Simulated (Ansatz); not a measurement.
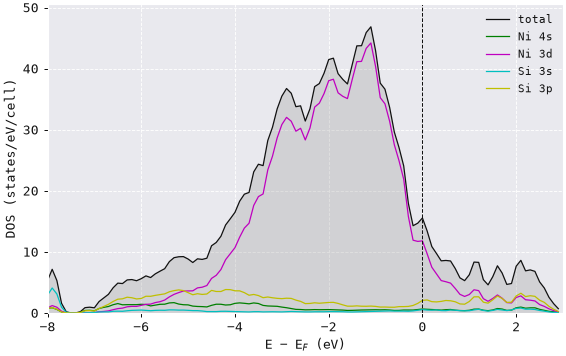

Density of states. Energies are counted from the Fermi level. The partial curves are projected on Löwdin-orthogonalised atomic shells.

The Ansatz input:

```
crystal:
  lattice:
    - [6.344325, -0.141363, -0.099343]
    - [-0.140637, 5.963606, -0.102698]
    - [-0.104191, -0.103038, 6.128482]
  atoms:
    - { symbol: Ni, position: [0.2436831122, 0.176127137, 0.7391162018] }
    - { symbol: Ni, position: [0.4508573734, 0.613740959, 0.3598887659] }
    - { symbol: Ni, position: [0.6010107445, 0.3623877276, 0.6937076588] }
    - { symbol: Ni, position: [0.3802049391, 0.2045722222, 0.3579959006] }
    - { symbol: Ni, position: [0.0916644885, 0.4491317321, 0.4544104087] }
    - { symbol: Ni, position: [0.2093205788, 0.4233661214, 0.0710542826] }
    - { symbol: Ni, position: [0.8006080473, 0.6932457247, 0.5465095883] }
    - { symbol: Ni, position: [0.9415398434, 0.700761137, 0.1207483789] }
    - { symbol: Ni, position: [0.6739019876, 0.9570723549, 0.233821043] }
    - { symbol: Ni, position: [0.8685831957, 0.1060440692, 0.5808277624] }
    - { symbol: Ni, position: [0.1623659431, 0.8582346471, 0.456760562] }
    - { symbol: Ni, position: [0.2988689527, 0.8867847666, 0.0754207574] }
    - { symbol: Ni, position: [0.333011869, 0.6394404298, 0.7434690544] }
    - { symbol: Ni, position: [0.7420587192, 0.3697808142, 0.2677751318] }
    - { symbol: Si, position: [0.521297112, 0.9474137761, 0.5847117733] }
    - { symbol: Si, position: [0.9516228115, 0.4279216071, 0.8023560551] }
    - { symbol: Si, position: [0.0213300954, 0.115393365, 0.2300690101] }
    - { symbol: Si, position: [0.5908470962, 0.6353212475, 0.0120438526] }
    - { symbol: Si, position: [0.5122211896, 0.1977241074, 0.0070133258] }
    - { symbol: Si, position: [0.0301656663, 0.8653158408, 0.8076215144] }
basis:
  ecutwfc: 420
kpoints:
  mp_grid: { grid: [3, 3, 4] }
hamiltonian:
  xc: pbe
scf:
  occupations: { method: gaussian, width: 0.1 }
  n_extra_bands: 10
output:
  forces: true
  stress: true
  eigenvalues: true
  populations: true
  dos:
    method: { smearing: { sigma: 0.1, scheme: gaussian } }
    projected: true
    de: 0.02
```

Run as:
```bash
ansatz run input.yaml --threads 2 --pin off --max-ram 5120MiB --backend cpu --events-out ev --progress --plain --runs-dir out
```

What is the density of states at the Fermi level?

Answer. It is a metal. The density of states at the Fermi level is about 14 per eV and cell (mean within 0.25 eV), or 0.69 per atom.

Which states dominate at the Fermi level?

Answer. By projected weight, the states within 0.3 eV of the Fermi level are Ni 3d (80 %).

Where is the centre of the Ni 3d band?

Answer. Over the range shown, the centre of the Ni 3d weight lies 1.9 eV below the Fermi level, and about 90 % of the shell is filled.

The run has no spin polarisation, so a magnetic state may lie lower. The k mesh is coarse for this system.
